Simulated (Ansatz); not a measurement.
Input file:

```
crystal:
  periodic: [false, false, false]
  atoms:
    - {symbol: Mo, position_ang: [0.161507, -0.728957, 0.895237]}
    - {symbol: Mo, position_ang: [-0.160935, 0.729913, -0.894532]}
    - {symbol: N, position_ang: [1.327046, 0.235748, -1.438481]}
    - {symbol: N, position_ang: [-1.327628, -0.236703, 1.437765]}
basis:
  gaussian: {orbitals: def2-TZVP, initial_orbitals: start.molden}
magnetization: {spin_polarized: true, initial_magnetization: 2}
hamiltonian: {xc: pbe0, dispersion: d4}
scf: {omitted_lower_state_checks: [starts]}
output: {orbitals: {seedname: orbitals}}
```

Command:

```sh
ansatz run in.yaml --threads 4 --pin off --events-out ev --progress --plain --max-ram 3916MiB
```

Geometry: PBE-D4/def2-TZVP; core potentials replace the inner electrons of Mo.

Theory: UKS PBE0-D4/def2-TZVP in Ansatz.

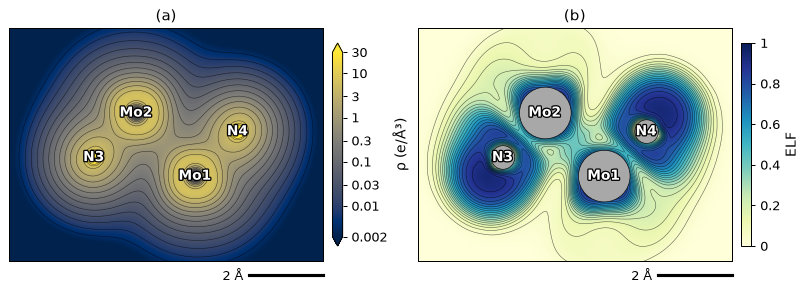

Mo₂N₂ (triplet). (a) electron density; (b) electron localisation function on the molecular plane. Grey discs cover the atomic cores in the ELF map.

Q: Interpret the plot.

A:
- Atoms in the plane: Mo and N.
- Mo–N (1.66 Å): ρ is about 2.2 e/Å³ halfway; the ELF peaks at about 0.75 in the valence shell of N, 0.5 Å from its nucleus, and is about 0.50 at the midpoint.
- Mo–Mo (2.33 Å): ρ at the midpoint is about 0.85 e/Å³; the ELF is about 0.40 at the midpoint.
